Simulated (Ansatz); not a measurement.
System: La$_{3}$ (charge −1).

```xyz
3

La   -1.5090    1.0646    0.6069
La   -0.2290   -1.2712   -1.4527
La    1.7380    0.2066    0.8458
```

Geometry: PBE0-D4/def2-TZVPD; core potentials replace the inner electrons of La.

The calculation used Ansatz 0.2.0, RKS PBE0-D4/def2-TZVPD.

### Predict the electron density and electron localisation function between the atoms.

La–La (3.37 Å): ρ is about 0.18 e/Å³ halfway; the ELF is about 0.15 at the midpoint.

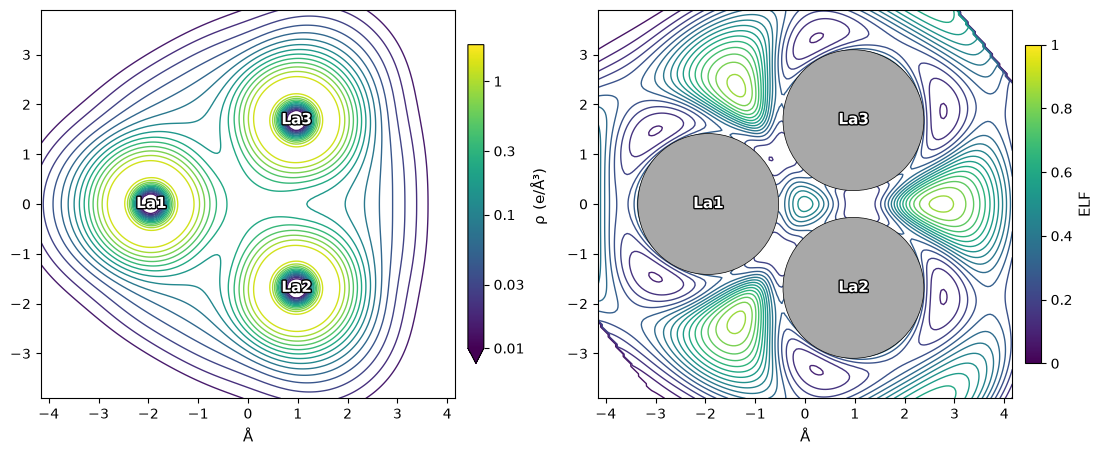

Computed electron density and electron localisation function on the molecular plane, in this order. Grey discs cover the atomic cores in the ELF map. 
